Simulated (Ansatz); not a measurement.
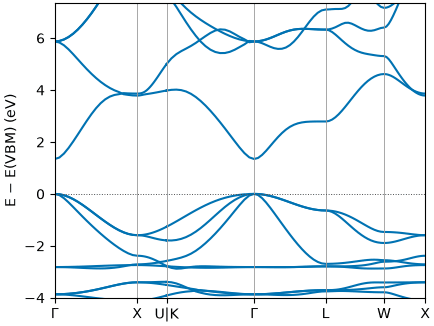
Band structure from the program Ansatz at the PBE level (PAW)

**Question.** Read off the gap and where the band edges lie.

**Answer.** About 1.3 eV (1.34 eV by a search for the band edges); maximum at Γ, minimum at Γ.

**Question.** Which of these materials gives this?
A) AgI, zinc blende
B) MgSe, rock salt
C) ZnS, zinc blende
D) Mg2Ge, anti-fluorite

**Answer.** A, AgI, zinc blende

Space group F-43m (zinc blende). The PBE relaxation kept the symmetry of its start. The run is not spin-polarised. Spin–orbit coupling is left out wherever it is not named.

Potentials: the later of the program's two PAW sets.
